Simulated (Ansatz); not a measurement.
# ZnS, pressure series

The reference is ZnS in the zinc blende structure (space group F-43m, No. 216).

```cif
data_S4Zn4
_chemical_formula_sum 'S4 Zn4'
_space_group_name_H-M_alt 'F-43m'
_space_group_IT_number 216
_space_group_name_Hall 'F -4 2 3'
_cell_length_a 5.35666
_cell_length_b 5.35666
_cell_length_c 5.35666
_cell_angle_alpha 90.000
_cell_angle_beta 90.000
_cell_angle_gamma 90.000
loop_
_atom_site_label
_atom_site_type_symbol
_atom_site_symmetry_multiplicity
_atom_site_Wyckoff_symbol
_atom_site_fract_x
_atom_site_fract_y
_atom_site_fract_z
_atom_site_occupancy
S1 S 4 c 0.25000 0.25000 0.25000 1
Zn1 Zn 4 a 0.00000 0.00000 0.00000 1
```
(The calculation used a cell of 2 atoms; values per cell refer to that cell.)

Cell and atoms are relaxed at each pressure.

Calculations: Ansatz (an electronic-structure program) PBEsol, no SOC.

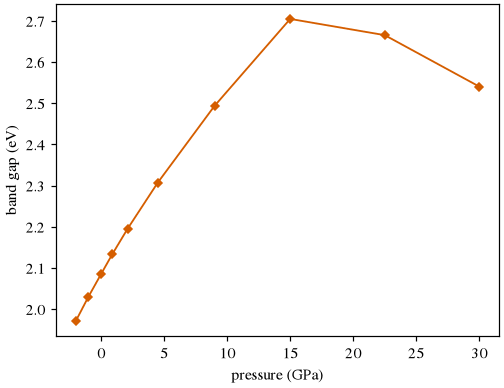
Band gap against pressure

```json
[
 {"pressure (GPa)": "-2", "band gap": "1.97 eV"},
 {"pressure (GPa)": "-1", "band gap": "2.03 eV"},
 {"pressure (GPa)": "0.9", "band gap": "2.13 eV"},
 {"pressure (GPa)": "2.1", "band gap": "2.20 eV"},
 {"pressure (GPa)": "4.5", "band gap": "2.31 eV"},
 {"pressure (GPa)": "9", "band gap": "2.49 eV"},
 {"pressure (GPa)": "15", "band gap": "2.70 eV"},
 {"pressure (GPa)": "22.5", "band gap": "2.67 eV"},
 {"pressure (GPa)": "30", "band gap": "2.54 eV"}
]
```

Load acts through the strain it causes; cell and atoms are relaxed under it. Whether these cells are dynamically stable was not tested. Measured, ZnS leaves this structure (for rock salt) near 14.7 GPa (temperature not stated; as listed in Datta, Sujoy, Jana, Debnarayan, arXiv (2020)), on rising pressure, with hysteresis.
